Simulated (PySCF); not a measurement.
```xyz
16

C    -1.3788    1.1852   -0.6092
C    -1.3139    0.0237    0.0170
C    -2.4899   -0.8387    0.3306
Ge    0.4551   -0.6829    0.6124
O     1.4474    0.4635    1.6012
C     2.6170    0.7195    0.9230
C     2.7708    0.1176   -0.2447
O     1.7446   -0.7011   -0.6575
H    -0.4909    1.7656   -0.8099
H    -2.3140    1.6056   -0.9477
H    -3.4133   -0.3822   -0.0183
H    -2.3721   -1.8135   -0.1423
H    -2.5555   -1.0014    1.4061
H     0.3881   -2.0468    1.3084
H     3.2954    1.3977    1.4068
H     3.6026    0.1971   -0.9201
```

Geometry: GFN2-xTB.

These are results of CAM-B3LYP/def2-SVPD, SCF density, gas phase in PySCF, not measurements.

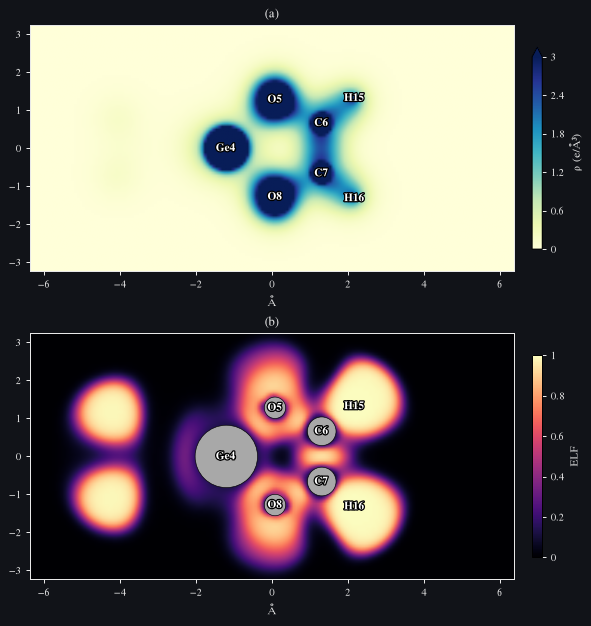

C5H8GeO2 (SMILES C=[C](C)[GeH]1[O]C=C[O]1). (a) total electron density; (b) ELF on the plane of atoms Ge4, O5 and C6. Grey discs cover the atomic cores in the ELF map.

**Interpret the plot.**

- The plane passes through Ge, O, C and H nuclei.
- C–C (1.32 Å): ρ at the midpoint is about 2.4 e/Å³; the ELF peaks at about 0.95 between the atoms: a short, multiple covalent bond.
- C–O (1.38 Å): the density is about 2.2 e/Å³ at the midpoint, with its minimum of 1.8 e/Å³ about 0.5 Å from C; the ELF peaks at about 0.90 between the atoms: a polar covalent bond.
- Ge–O (1.81 Å): ρ is about 0.92 e/Å³ halfway; the ELF peaks at about 0.85 in the valence shell of O, 0.6 Å from its nucleus, and is about 0.35 at the midpoint.
- C–H (1.07 Å): ρ is about 2.1 e/Å³ halfway; the ELF climbs to about 1 towards the hydrogen, as it does in any bond to H: an ordinary covalent bond to hydrogen.
- The ELF also peaks beside O8 and O5, away from the bonds: lone-pair regions.
